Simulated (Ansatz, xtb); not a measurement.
Stretching the Ge1–H2 bond in FGeH (SMILES [F][GeH]) (multiplicity 1 held, fragments rigid). Energies count from the point at 1.615 Å.
Geometry at that point (charge 0, multiplicity 1):
```csv
atom,x (Å),y (Å),z (Å)
Ge,-0.1137,-0.2269,0.2808
H,-0.9845,-1.0535,-0.7992
F,0.5137,0.9238,-0.9095
```

Restricted levels (R-, RO-) in cc, def2 and unpolarised 6-31G sets keep to the state of the molecule at rest. U- levels take the lowest unrestricted solution at each point, which mixes spins at long bonds. Active spaces are followed from a long bond inwards. Curves can end on different states.

Correlated levels freeze the cores. Filled d and f shells under p-block atoms count as core.

Programs: Ansatz (Gaussian basis) for Hartree–Fock, density functionals and correlated methods; xtb for the GFN methods.  The GFN methods have no spin term and hold the electronic entropy of 300 K.

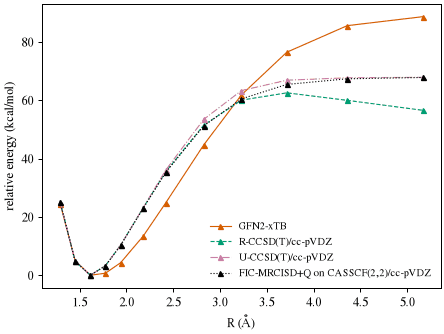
Fig. 1. Relative energy along the coordinate

Read off the GFN2-xTB curve at R = 2.826.

about 45 kcal/mol

Doubts at one or more of the structures used: a restricted determinant that unrestricted orbitals would lower (R-CCSD(T)/cc-pVDZ); other coupled-cluster roots lie near (R-CCSD(T)/cc-pVDZ); T1 above 0.05 (R-CCSD(T)/cc-pVDZ, U-CCSD(T)/cc-pVDZ); a spin-contaminated determinant (U-CCSD(T)/cc-pVDZ).

Ansatz is a first-principles code.
